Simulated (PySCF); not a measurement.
H2, SMILES `[H][H]`.

PySCF calculation, PBE0/6-31G*, gas phase; geometry: GFN2-xTB. No frequency check shows the geometry to be a minimum. Without diffuse functions Rydberg states are missing, so the states' numbers hold for this basis only.

Cartesian coordinates (Å):

```
H1       0.3883    0.0000    0.0000
H2      -0.3883    0.0000    0.0000
```

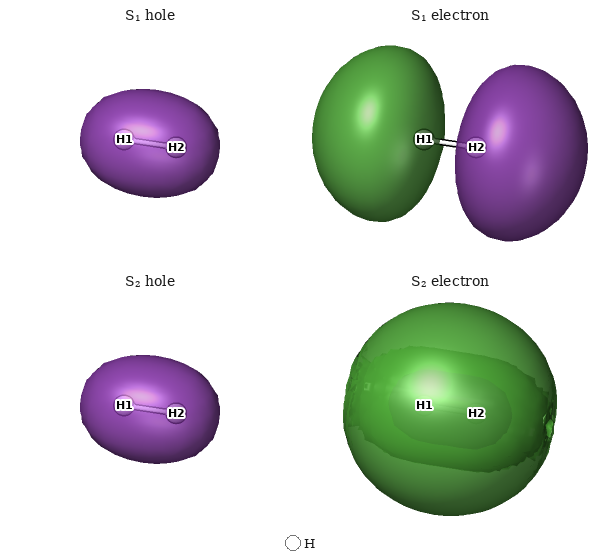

Leading natural transition orbitals (TDA singlet states).

### Describe these excited states.

By state:
- S₁: 14.76 eV (84 nm), f = 0.770 (bright), partly diffuse acceptor orbital, which a basis without diffuse functions describes poorly; the leading pair carries 100 %; hole on H1 and H2 (50 % each), electron on H1 and H2 (50 % each) (atom shares of so diffuse an orbital are rough); their centroids lie 0.0 Å apart.
- S₂: 28.66 eV (43 nm), f = 0.000 (dark); the leading pair carries 100 %; hole on H1 and H2 (50 % each), electron on H1 and H2 (50 % each); their centroids lie 0.0 Å apart.
